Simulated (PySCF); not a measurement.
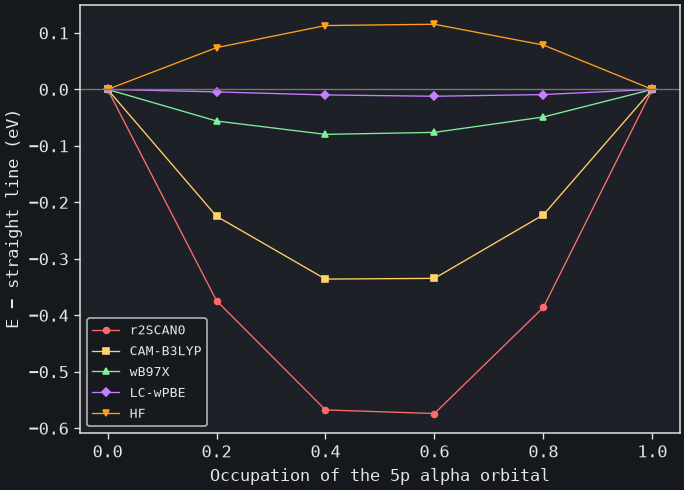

One 5p alpha orbital of neutral antimony ([Kr] 4d¹⁰ 5s² 5p³) is emptied in steps. The plot gives the energy less the straight line between the integer ends. PySCF, aug-cc-pVDZ-PP with a 28-electron core potential, unrestricted single determinants, no spin-orbit coupling.

What do the curves say about each method?

r2SCAN0: convex (delocalisation error), largest departure −0.57 eV, removal energy 9.206 eV; CAM-B3LYP: convex (delocalisation error), largest departure −0.34 eV, removal energy 8.965 eV; wB97X: convex (delocalisation error), largest departure −0.080 eV, removal energy 8.779 eV; LC-wPBE: nearly straight, largest departure −0.012 eV, removal energy 9.110 eV; HF: concave (localisation error), largest departure 0.12 eV, removal energy 8.598 eV. The measured removal energy is 8.608 eV. The exact energy is a straight line between whole electron numbers.
